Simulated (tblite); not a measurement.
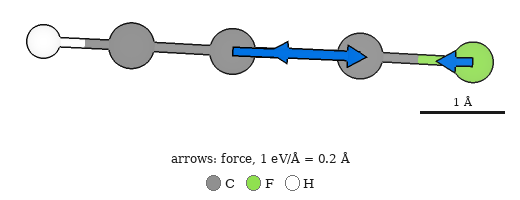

Starting geometry of C$_{3}$HF (multiplicity 3) with the computed forces as blue arrows. A ball-and-stick model, seen at a tilt.

These are results of GFN2-xTB geometry optimisation, gas phase in tblite 0.8.0, not measurements. 

Question: Is this structure relaxed? If not, where do the atoms go?

Answer: It isn't relaxed: the largest force vector, on a C atom, is 8.11 eV/Å. The final displacements follow the starting forces only in part (cosine between the two patterns 0.51). After 32 geometry steps the energy has fallen by 1.581 eV. The atom that moves furthest after the best rigid fit is the F atom (0.31 Å). Largest moves by element: F 0.31 Å, C 0.27 Å, H 0.16 Å. Near-neighbour distances that change, for instance: C–C 1.530 → 1.277 Å, C–F 1.353 → 1.301 Å, C–C 1.212 → 1.255 Å, C–H 1.054 → 1.047 Å. Bond angles that change, for instance: C–C–F 178.6° → 148.4°, C–C–C 178.7° → 164.4°, C–C–H 179.6° → 168.2°.
